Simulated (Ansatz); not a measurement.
# C2H9AlSSi: up Jacob's ladder to CCSD(T), part 2 of 2

Ansatz 0.2.0, Gaussian basis; functionals in def2-TZVPP, the program's frozen cores in correlated methods. Earlier steps stand in the parts before.

## (14) CAM-B3LYP-D4 (range-separated)

Input file in.yaml:

```yaml
crystal:
  periodic: [false, false, false]
  atoms:
    - {symbol: C, position_ang: [-1.997721, 0.885573, 0.705078]}
    - {symbol: S, position_ang: [-0.381382, 1.252919, -0.034644]}
    - {symbol: Si, position_ang: [0.597529, -0.791810, 0.154030]}
    - {symbol: C, position_ang: [2.400288, -0.484883, 0.568413]}
    - {symbol: Al, position_ang: [-0.443286, -0.288907, -1.949404]}
    - {symbol: H, position_ang: [-2.699923, 1.643332, 0.360021]}
    - {symbol: H, position_ang: [-1.907828, 0.924292, 1.789676]}
    - {symbol: H, position_ang: [-2.352478, -0.097333, 0.395627]}
    - {symbol: H, position_ang: [-0.098582, -1.351373, 1.350940]}
    - {symbol: H, position_ang: [2.925695, -1.442383, 0.627115]}
    - {symbol: H, position_ang: [2.513469, 0.030406, 1.524083]}
    - {symbol: H, position_ang: [2.879218, 0.107727, -0.213428]}
    - {symbol: H, position_ang: [0.520717, 0.258353, -3.084914]}
    - {symbol: H, position_ang: [-1.968515, -0.675214, -2.163889]}
basis:
  gaussian: {orbitals: def2-TZVPP}
hamiltonian: {xc: {name: CAM-B3LYP}, dispersion: d4}
output: {orbitals: {seedname: orbitals}}
```

Run with:

```console
$ ansatz run in.yaml --threads 4 --pin off --events-out ev --progress --plain --max-ram 10444MiB
```

The log of the run (excerpt; [...] marks lines left out):

```text
Functional definition: CAM-B3LYP
  name "CAM-B3LYP"
  cite "Yanai, Tew & Handy, Chem. Phys. Lett. 393, 51 (2004) doi:10.1016/j.cplett.2004.06.011"
  cite "Iikura, Tsuneda, Yanai & Hirao, J. Chem. Phys. 115, 3540 (2001) doi:10.1063/1.1383587"
  cite "Becke, Phys. Rev. A 38, 3098 (1988) doi:10.1103/PhysRevA.38.3098"
  cite "Lee, Yang & Parr, Phys. Rev. B 37, 785 (1988) doi:10.1103/PhysRevB.37.785"
  cite "Vosko, Wilk & Nusair, Can. J. Phys. 58, 1200 (1980) doi:10.1139/p80-159"
[...]
  # Exact exchange under (alpha + beta erf(omega r))/r, Becke's under what is left of 1/r.
[...]
1766 factors; their error is unknown
447 factors; integrals over basis functions are off by at most 1.4e-5 eV
[...]
mean field -27532.21222034 eV, -1011.7901370937 hartree, gradient 5.8e-5 eV, S^2 0.000000; 0 other end points of the search recorded, 0 dependent functions left out
reference -27532.21238545 eV, -1011.7901431616 hartree; 32, 32 occupied and 282, 282 virtual orbitals, 1766 factors
Total energy: -27532.54338755 eV, -1011.8023072642 hartree
```

Run time: 6.5 s. Hardware: 4 threads of Arm Neoverse V2, shared host; peak memory 1.2 GiB.

With the free atoms at this level, -27484.452 eV in sum, the atomisation energy is 4640.1 kJ/mol. HOMO -7.65 eV, LUMO 0.58 eV.

## (15) LC-ωPBE (range-separated)

Edit in.yaml of step 14 so:

```diff
@@ -19,3 +19,3 @@
   gaussian: {orbitals: def2-TZVPP}
-hamiltonian: {xc: {name: CAM-B3LYP}, dispersion: d4}
+hamiltonian: {xc: {name: LC-wPBE}}
 output: {orbitals: {seedname: orbitals}}
```

Launched as before.

The log of the run (excerpt; [...] marks lines left out):

```text
Functional definition: LC-wPBE
  name "LC-wPBE"
  cite "Vydrov & Scuseria, J. Chem. Phys. 125, 234109 (2006) doi:10.1063/1.2409292"
  cite "Heyd & Scuseria, J. Chem. Phys. 120, 7274 (2004) doi:10.1063/1.1668634"
  cite "Ernzerhof & Perdew, J. Chem. Phys. 109, 3313 (1998) doi:10.1063/1.476928"
  cite "Perdew, Burke & Ernzerhof, Phys. Rev. Lett. 77, 3865 (1996) doi:10.1103/PhysRevLett.77.3865"
  parent pbe
[...]
1732 factors; their error is unknown
589 factors; integrals over basis functions are off by at most 2.9e-5 eV
[...]
mean field -27524.03919078 eV, -1011.4897837974 hartree, gradient 1.8e-5 eV, S^2 0.000000; 0 other end points of the search recorded, 0 dependent functions left out
reference -27524.03919079 eV, -1011.4897837977 hartree; 32, 32 occupied and 282, 282 virtual orbitals, 1732 factors
Total energy: -27524.03919079 eV, -1011.4897837977 hartree
```

Run time: 4.1 s. Hardware: 4 threads of Arm Neoverse V2, shared host; peak memory 0.78 GiB.

With the free atoms at this level, -27476.316 eV in sum, the atomisation energy is 4604.6 kJ/mol. HOMO -8.90 eV, LUMO 1.66 eV.

## (16) ωB97X-V (range-separated)

Edit in.yaml of step 15 so:

```diff
@@ -19,3 +19,3 @@
   gaussian: {orbitals: def2-TZVPP}
-hamiltonian: {xc: {name: LC-wPBE}}
+hamiltonian: {xc: {name: wB97X-V}}
 output: {orbitals: {seedname: orbitals}}
```

Same command.

The log of the run (excerpt; [...] marks lines left out):

```text
Functional definition: wB97X-V
  name "wB97X-V"
  cite "Mardirossian & Head-Gordon, Phys. Chem. Chem. Phys. 16, 9904 (2014) doi:10.1039/C3CP54374A"
  cite "Becke, J. Chem. Phys. 107, 8554 (1997) doi:10.1063/1.475007"
  cite "Vydrov & Van Voorhis, J. Chem. Phys. 133, 244103 (2010) doi:10.1063/1.3521275"
[...]
      + integral(e_c_pw_opposite_spin*poly(b97_u_opposite, cos0, cos1)) + vv10(b, c)
1761 factors; their error is unknown
426 factors; integrals over basis functions are off by at most 1.0e-5 eV
[...]
mean field -27528.62920244 eV, -1011.6584636148 hartree, gradient 1.7e-5 eV, S^2 0.000000; 0 other end points of the search recorded, 0 dependent functions left out
reference -27528.62919983 eV, -1011.6584635188 hartree; 32, 32 occupied and 282, 282 virtual orbitals, 1761 factors
Total energy: -27528.62919983 eV, -1011.6584635188 hartree
```

Run time: 13 s. Hardware: 4 threads of Arm Neoverse V2, shared host; peak memory 1.3 GiB.

Atomisation energy: 4668.4 kJ/mol (free atoms -27480.245 eV, run apart). HOMO -8.61 eV, LUMO 1.53 eV.

## (17) ωB97M-V (range-separated)

Edit in.yaml of step 16 so:

```diff
@@ -19,3 +19,3 @@
   gaussian: {orbitals: def2-TZVPP}
-hamiltonian: {xc: {name: wB97X-V}}
-output: {orbitals: {seedname: orbitals}}
+hamiltonian: {xc: {name: wB97M-V}}
+output: {forces: true, orbitals: {seedname: orbitals}}
```

Launched as before.

The log of the run (excerpt; [...] marks lines left out):

```text
Functional definition: wB97M-V
  name "wB97M-V"
  cite "Mardirossian & Head-Gordon, J. Chem. Phys. 144, 214110 (2016) doi:10.1063/1.4952647"
  cite "Becke, J. Chem. Phys. 107, 8554 (1997) doi:10.1063/1.475007"
  cite "Vydrov & Van Voorhis, J. Chem. Phys. 133, 244103 (2010) doi:10.1063/1.3521275"
  # Of w^i u^j: cxij and so on, Table III.
[...]
  gx(w, u) = 1 - cx + cx01*u + cx10*w
  gss(w, u) = css00 + css04*u^4 + css10*w + css20*w^2 + css43*w^4*u^3
  gos(w, u) = cos00 + cos10*w + (cos20 + cos21*u)*w^2 + (cos60 + cos61*u)*w^6
[...]
      + integral(e_c_pw_mod_opposite_spin*gos(b97_w_opposite, b97_u_opposite)) + vv10(b, c)
1745 factors; their error is unknown
426 factors; integrals over basis functions are off by at most 1.0e-5 eV
[...]
Atom 4 at    -0.443286    -0.288907    -1.949404 Å, force    -0.055042     0.012838    -0.143766 eV/Å
Atom 5 at    -2.699923     1.643332     0.360021 Å, force     0.047119    -0.077298     0.041610 eV/Å
Atom 6 at    -1.907828     0.924292     1.789676 Å, force    -0.023244    -0.011766    -0.094021 eV/Å
Atom 7 at    -2.352478    -0.097333     0.395627 Å, force     0.014779     0.072307     0.037553 eV/Å
Atom 8 at    -0.098582    -1.351373     1.350940 Å, force     0.068237     0.071639    -0.107063 eV/Å
Atom 9 at     2.925695    -1.442383     0.627115 Å, force    -0.029941     0.072837    -0.002933 eV/Å
Atom 10 at     2.513469     0.030406     1.524083 Å, force     0.001906    -0.038083    -0.074836 eV/Å
Atom 11 at     2.879218     0.107727    -0.213428 Å, force    -0.028862    -0.037854     0.053999 eV/Å
Atom 12 at     0.520717     0.258353    -3.084914 Å, force    -0.094459    -0.063919     0.122595 eV/Å
Atom 13 at    -1.968515    -0.675214    -2.163889 Å, force     0.157557     0.034616     0.031606 eV/Å
Dipole moment:    -0.017283    -0.032777     0.445863 e Å
```

It took 19 s on 4 threads of Arm Neoverse V2, shared host; peak memory 1.5 GiB.

With the free atoms at this level, -27481.606 eV in sum, the atomisation energy is 4658.5 kJ/mol. HOMO -8.41 eV, LUMO 1.26 eV.

## (18) B2PLYP (double hybrid)

Edit in.yaml of step 17 so:

```diff
@@ -19,3 +19,2 @@
   gaussian: {orbitals: def2-TZVPP}
-hamiltonian: {xc: {name: wB97M-V}}
-output: {forces: true, orbitals: {seedname: orbitals}}
+hamiltonian: {xc: {name: B2PLYP}}
```

Same command.

The log of the run (excerpt; [...] marks lines left out):

```text
Functional definition: B2PLYP
  name "B2PLYP"
  cite "Grimme, J. Chem. Phys. 124, 034108 (2006) doi:10.1063/1.2148954"
  cite "Becke, Phys. Rev. A 38, 3098 (1988) doi:10.1103/PhysRevA.38.3098"
  cite "Lee, Yang & Parr, Phys. Rev. B 37, 785 (1988) doi:10.1103/PhysRevB.37.785"
[...]
1789 factors; integrals over basis functions are off by at most 1.4e-3 eV
[...]
mean field -27514.15539509 eV, -1011.1265610053 hartree, gradient 1.6e-6 eV, S^2 0.000000; 0 other end points of the search recorded, 0 dependent functions left out
17 core orbitals not correlated: weight in the atoms' cores, before any rotation towards them, 1.000 or more for the frozen orbitals, at most 0.000 for the correlated occupied ones
reference -27514.15560769 eV, -1011.1265688183 hartree; 15, 15 occupied and 282, 282 virtual orbitals, 1789 factors
second order -24.94979237 eV of doubles, -0.00000000 eV of singles
Total energy: -27520.89205163 eV, -1011.3741285669 hartree
```

It took 9 s on 4 threads of Arm Neoverse V2, shared host; peak memory 0.99 GiB.

Atomisation energy: 4569.9 kJ/mol (free atoms -27473.529 eV, run apart).

## (19) PBE-QIDH (double hybrid)

Edit in.yaml of step 18 so:

```diff
@@ -19,2 +19,2 @@
   gaussian: {orbitals: def2-TZVPP}
-hamiltonian: {xc: {name: B2PLYP}}
+hamiltonian: {xc: {name: PBE-QIDH}}
```

Launched as before.

The log of the run (excerpt; [...] marks lines left out):

```text
Functional definition: PBE-QIDH
  name "PBE-QIDH"
  cite "Brémond, Sancho-García, Pérez-Jiménez & Adamo, J. Chem. Phys. 141, 031101 (2014) doi:10.1063/1.4890314"
  cite "Perdew, Burke & Ernzerhof, Phys. Rev. Lett. 77, 3865 (1996) doi:10.1103/PhysRevLett.77.3865"
[...]
1789 factors; integrals over basis functions are off by at most 1.4e-3 eV
[...]
mean field -27505.16085441 eV, -1010.7960177320 hartree, gradient 4.5e-6 eV, S^2 0.000000; 0 other end points of the search recorded, 0 dependent functions left out
17 core orbitals not correlated: weight in the atoms' cores, before any rotation towards them, 1.000 or more for the frozen orbitals, at most 0.000 for the correlated occupied ones
reference -27505.16087051 eV, -1010.7960183236 hartree; 15, 15 occupied and 282, 282 virtual orbitals, 1789 factors
second order -23.11178107 eV of doubles, -0.00000000 eV of singles
Total energy: -27512.86479753 eV, -1011.0791324198 hartree
```

Run time: 9.5 s. Hardware: 4 threads of Arm Neoverse V2, shared host; peak memory 0.99 GiB.

With the free atoms at this level, -27465.025 eV in sum, the atomisation energy is 4615.8 kJ/mol.

## (20) Frontier levels by functional

Dipoles come from the runs that computed forces. Levels are read from the orbital files that the runs wrote:

```csv
functional,HOMO (eV),LUMO (eV),gap (eV),dipole (D)
LDA (SPW92),-5.55,-1.47,4.08,
PBE-D4,-5.45,-1.29,4.16,2.27
revPBE-D4,-5.41,-1.20,4.20,
BLYP-D4,-5.31,-1.13,4.18,
r2SCAN-D4,-5.65,-1.04,4.61,2.34
B97M-V,-5.70,-1.18,4.52,
PBE0-D4,-6.44,-0.44,6.00,
B3LYP-D4,-6.26,-0.62,5.64,2.20
r2SCANh-D4,-6.01,-0.74,5.28,
r2SCAN0-D4,-6.57,-0.29,6.28,
HSE06-D4,-6.05,-0.81,5.24,
BHLYP-D4,-7.33,0.45,7.78,
CAM-B3LYP-D4,-7.65,0.58,8.23,
LC-ωPBE,-8.90,1.66,10.56,
ωB97X-V,-8.61,1.53,10.14,
ωB97M-V,-8.41,1.26,9.66,2.15
```

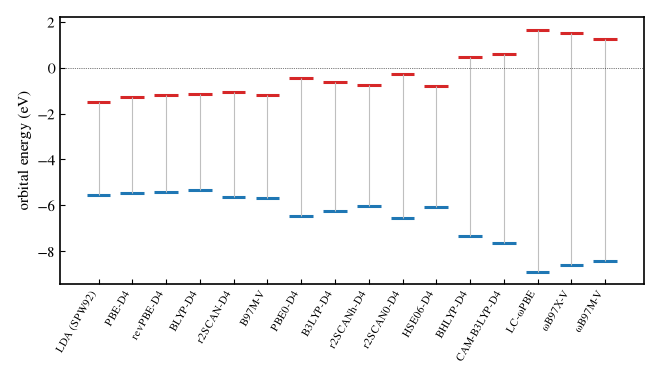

Highest occupied (blue) and lowest empty (red) level by functional.

## (21) CCSD(T) in def2-SVP

Edit in.yaml of step 19 so:

```diff
@@ -18,3 +18,3 @@
 basis:
-  gaussian: {orbitals: def2-TZVPP}
-hamiltonian: {xc: {name: PBE-QIDH}}
+  gaussian: {orbitals: def2-SVP}
+correlation: {method: ccsd_t}
```

Same command.

The log of the run (excerpt; [...] marks lines left out):

```text
Functional definition: HF
  name "HF"
  cite "Fock, Z. Phys. 61, 126 (1930) doi:10.1007/BF01340294"
  parent pbe
[...]
1245 factors; integrals over basis functions are off by at most 1.2e-3 eV
[...]
mean field -27456.85190272 eV, -1009.0206965022 hartree, gradient 2.1e-6 eV, S^2 0.000000; 0 other end points of the search recorded, 0 dependent functions left out
17 core orbitals not correlated: weight in the atoms' cores, before any rotation towards them, 1.000 or more for the frozen orbitals, at most 0.000 for the correlated occupied ones
reference -27456.85190272 eV, -1009.0206965022 hartree; 15, 15 occupied and 95, 95 virtual orbitals, 1245 factors
second order -16.11261013 eV of doubles, -0.00000000 eV of singles
cycle   1  -17.52393897 eV  change    -1.4e0 eV  update   9.7e-2
[...]
cycle   9  -18.15691741 eV  change    6.7e-6 eV  update   1.7e-5
perturbative correction -0.56205000 eV, -0.0206549565 hartree
Total energy: -27475.57087012 eV, -1009.7086058661 hartree
```

It took 7.5 s on 4 threads of Arm Neoverse V2, shared host; peak memory 0.68 GiB.

## (22) CCSD(T) in def2-TZVPP

Edit in.yaml of step 21 so:

```diff
@@ -18,3 +18,4 @@
 basis:
-  gaussian: {orbitals: def2-SVP}
+  gaussian: {orbitals: def2-TZVPP}
 correlation: {method: ccsd_t}
+output: {orbitals: {seedname: orbitals}}
```

Same command.

The log of the run (excerpt; [...] marks lines left out):

```text
Functional definition: HF
  name "HF"
  cite "Fock, Z. Phys. 61, 126 (1930) doi:10.1007/BF01340294"
  parent pbe
[...]
1789 factors; integrals over basis functions are off by at most 1.4e-3 eV
[...]
mean field -27468.11127810 eV, -1009.4344709158 hartree, gradient 2.3e-6 eV, S^2 0.000000; 0 other end points of the search recorded, 0 dependent functions left out
17 core orbitals not correlated: weight in the atoms' cores, before any rotation towards them, 1.000 or more for the frozen orbitals, at most 0.000 for the correlated occupied ones
reference -27468.11127810 eV, -1009.4344709158 hartree; 15, 15 occupied and 282, 282 virtual orbitals, 1789 factors
second order -20.32871893 eV of doubles, -0.00000000 eV of singles
cycle   1  -21.54528132 eV  change    -1.2e0 eV  update   1.0e-1
[...]
cycle   9  -22.24158744 eV  change   -6.8e-6 eV  update   2.2e-5
perturbative correction -0.94767394 eV, -0.0348263749 hartree
Total energy: -27491.30053948 eV, -1010.2866605532 hartree
```

It took 15 min on 4 threads of Arm Neoverse V2, shared host; peak memory 4 GiB.

## (23) MP2 in def2-QZVPP

Edit in.yaml of step 22 so:

```diff
@@ -18,4 +18,3 @@
 basis:
-  gaussian: {orbitals: def2-TZVPP}
-correlation: {method: ccsd_t}
-output: {orbitals: {seedname: orbitals}}
+  gaussian: {orbitals: "def2-QZVPP.json"}
+correlation: {method: mp2}
```

The command is unchanged.

The log of the run:

```text
Functional definition: HF
  name "HF"
  cite "Fock, Z. Phys. 61, 126 (1930) doi:10.1007/BF01340294"
  parent pbe
  exchange = exact_x
  correlation = 0
3460 factors; integrals over basis functions are off by at most 1.0e-3 eV
mean field evaluation 1: about -27465.2784 eV, gradient 3.3e1 eV
mean field evaluation 2: about -27465.4697 eV, gradient 3.3e1 eV
mean field evaluation 4: about -27468.8845 eV, gradient 3.6e0 eV
mean field evaluation 8: about -27468.9476 eV, gradient 2.1e-1 eV
mean field -27468.94785700 eV, -1009.4652146230 hartree, gradient 1.9e-6 eV, S^2 0.000000; 0 other end points of the search recorded, 0 dependent functions left out
17 core orbitals not correlated: weight in the atoms' cores, before any rotation towards them, 1.000 or more for the frozen orbitals, at most 0.000 for the correlated occupied ones
reference -27468.94785700 eV, -1009.4652146230 hartree; 15, 15 occupied and 562, 562 virtual orbitals, 3460 factors
second order -21.79480967 eV of doubles, -0.00000000 eV of singles
Total energy: -27490.74266667 eV, -1010.2661591053 hartree
```

Run time: 41 s. Hardware: 4 threads of Arm Neoverse V2, shared host; peak memory 4.9 GiB.

The pieces so far (eV):

```csv
basis,HF,MP2 correlation,CCSD correlation,(T),total
def2-SVP,-27456.8519,-16.1126,-18.1569,-0.5620,-27475.5709
def2-TZVPP,-27468.1113,-20.3287,-22.2416,-0.9477,-27491.3005
def2-QZVPP,-27468.9479,-21.7948,,,-27490.7427 (MP2)
```

The report of the def2-TZVPP run gives T1 = 0.0116.

## (24) The basis-set limit

This step is arithmetic on the last runs, with X = 3 and 4: exp(−7.88√X) for Hartree-Fock, X^−2.97 for correlation; only MP2 was run in the larger set, so CCSD(T) minus MP2 is added from the smaller one.

```csv
level,energy at the limit (eV)
HF,-27469.0631
MP2,-27491.9439
CCSD,-27493.8568
CCSD(T),-27494.8044
```

## (25) RPA on PBE orbitals

Edit in.yaml of step 23 so:

```diff
@@ -18,3 +18,4 @@
 basis:
-  gaussian: {orbitals: "def2-QZVPP.json"}
-correlation: {method: mp2}
+  gaussian: {orbitals: def2-TZVPP}
+hamiltonian: {xc: pbe}
+correlation: {method: rpa}
```

Same command.

The log of the run (excerpt; [...] marks lines left out):

```text
Functional definition: PBE
  name "PBE"
  cite "Perdew, Burke & Ernzerhof, Phys. Rev. Lett. 77, 3865 (1996) doi:10.1103/PhysRevLett.77.3865"
  parent pbe
[...]
1789 factors; integrals over basis functions are off by at most 1.4e-3 eV
[...]
mean field -27517.38718695 eV, -1011.2453271656 hartree, gradient 6.2e-6 eV, S^2 0.000000; 0 other end points of the search recorded, 0 dependent functions left out
17 core orbitals not correlated: weight in the atoms' cores, before any rotation towards them, 1.000 or more for the frozen orbitals, at most 0.000 for the correlated occupied ones
reference -27466.32706223 eV, -1009.3689021918 hartree; 15, 15 occupied and 282, 282 virtual orbitals, 1789 factors
Total energy: -27502.69068653 eV, -1010.7052407368 hartree
```

Run time: 7.5 s. Hardware: 4 threads of Arm Neoverse V2, shared host; peak memory 0.91 GiB.

RPA correlation: -36.364 eV. No RPA run of the hydrogen atom was made, so RPA has no atomisation energy below.

## (26) The ladder

Atomisation energy = energies of 2 C, 1 S, 1 Si, 1 Al, 9 H (separate runs, same level) minus the molecule's; electronic only, no spin-orbit term.

Differences are taken before rounding.

```csv
method,rung,"atoms, summed (eV)",atomisation energy (kJ/mol),from CCSD(T)/CBS (kJ/mol),time
LDA (SPW92),LDA,-27360.133,5208.8,+562.2,1.9 s
PBE-D4,GGA,-27469.279,4677.9,+31.3,3.6 s
revPBE-D4,GGA,-27480.764,4599.1,-47.5,3 s
BLYP-D4,GGA,-27484.572,4592.4,-54.2,3 s
r2SCAN-D4,meta-GGA,-27481.344,4665.9,+19.3,7 s
B97M-V,meta-GGA,-27478.460,4697.2,+50.7,14 s
PBE0-D4,hybrid,-27472.406,4643.8,-2.7,5 s
B3LYP-D4,hybrid,-27487.594,4633.0,-13.5,8.5 s
r2SCANh-D4,hybrid,-27481.312,4649.2,+2.6,8.5 s
r2SCAN0-D4,hybrid,-27481.277,4625.8,-20.8,8.5 s
HSE06-D4,hybrid,-27471.666,4646.1,-0.5,6 s
BHLYP-D4,hybrid,-27484.849,4556.0,-90.6,5.5 s
CAM-B3LYP-D4,range-separated,-27484.452,4640.1,-6.5,6.5 s
LC-ωPBE,range-separated,-27476.316,4604.6,-42.0,4.1 s
ωB97X-V,range-separated,-27480.245,4668.4,+21.8,13 s
ωB97M-V,range-separated,-27481.606,4658.5,+12.0,19 s
B2PLYP,double hybrid,-27473.529,4569.9,-76.7,9 s
PBE-QIDH,double hybrid,-27465.025,4615.8,-30.8,9.5 s
HF/def2-TZVPP,wavefunction,-27432.084,3476.1,-1170.4,
MP2/def2-TZVPP,wavefunction,-27441.346,4543.9,-102.7,
CCSD/def2-TZVPP,wavefunction,-27444.007,4471.7,-174.9,
CCSD(T)/def2-SVP,wavefunction,-27430.200,4377.7,-268.9,7.5 s
CCSD(T)/def2-TZVPP,wavefunction,-27444.345,4530.5,-116.1,15 min
MP2/CBS,wavefunction,-27443.647,4660.0,+13.4,
CCSD(T)/CBS,wavefunction,-27446.646,4646.6,0,15 min
```

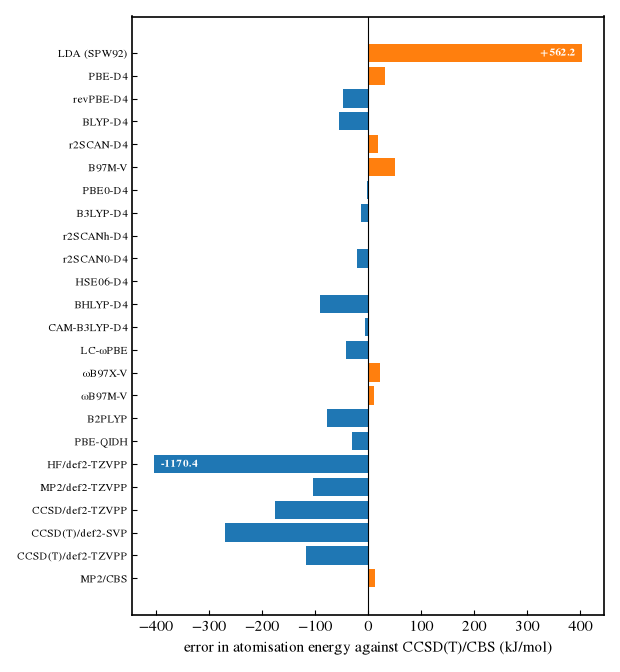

How far each level lands from CCSD(T)/CBS. Bars with a number in them are cut short.

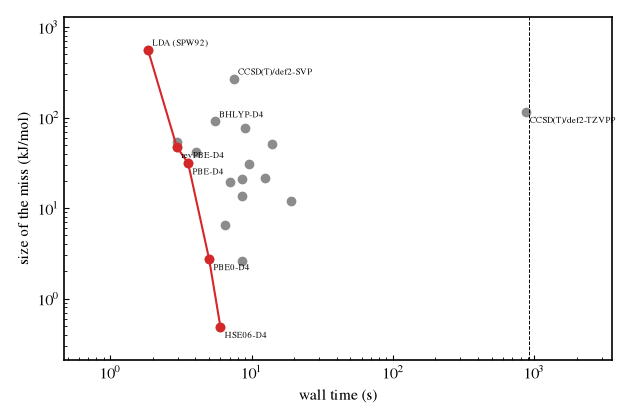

Accuracy for the time spent; red marks the levels that beat every quicker one drawn (of those quicker than the yardstick), and the dashed line is the time of CCSD(T)/CBS. Only those levels and the largest misses are named. Times are from a shared host.

LDA (SPW92), LC-ωPBE, B2PLYP, PBE-QIDH carry no dispersion term (for B3LYP, D4 adds 58.5 kJ/mol).

Times are those of the molecule's run; HF, MP2 and CCSD come out of the CCSD(T) runs, and the limit's time is the sum of the runs that it needs.

## (27) Results

What follows sums up all 2 parts.

| quantity | value |
| --- | --- |
| atomisation energy, CCSD(T)/CBS | 4646.6 kJ/mol |
| functionals within 23.2 kJ/mol (0.5 %) | r2SCAN-D4, PBE0-D4, B3LYP-D4, r2SCANh-D4, r2SCAN0-D4, HSE06-D4, CAM-B3LYP-D4, ωB97X-V, ωB97M-V |
| farthest beyond LDA | BHLYP-D4 (-90.6 kJ/mol) |
| mean size of error, GGA | 44.3 kJ/mol |
| mean size of error, meta-GGA | 35.0 kJ/mol |
| mean size of error, hybrid | 21.8 kJ/mol |
| mean size of error, range-separated | 20.6 kJ/mol |
| mean size of error, double hybrid | 53.7 kJ/mol |
| gap, smallest and largest | 4.08 eV (LDA (SPW92)), 10.56 eV (LC-ωPBE) |
| T1 diagnostic | 0.0116 |
| triples share of the correlation energy | 4.1 % |

The LDA atomisation energy is off by 562.2 kJ/mol (12 %): it overbinds. PBE-D4 misses by +31.3 kJ/mol. Double hybrids carry the basis error of their MP2 part in triple zeta, and no dispersion term here, so their miss is partly the set-up's. The rungs range-separated, hybrid miss on average by less than the doubt on the reference (23.2 kJ/mol), so they tie. Misses under about 23.2 kJ/mol are within the doubt on the reference itself, which lacks core-valence correlation, relativity and higher excitations. Hartree-Fock recovers 75 % of the binding; the rest is correlation. CCSD(T) in def2-SVP is off by -268.9 kJ/mol, which most functionals beat. Orbital gaps span 4.1 to 10.6 eV; exact exchange widens them.

HSE06-D4 reaches 0.5 kJ/mol from the reference in 6 s, where CCSD(T)/CBS took 15 min; the quickest level in the cost chart, LDA (SPW92), takes 1.9 s and misses by 562.2 kJ/mol.
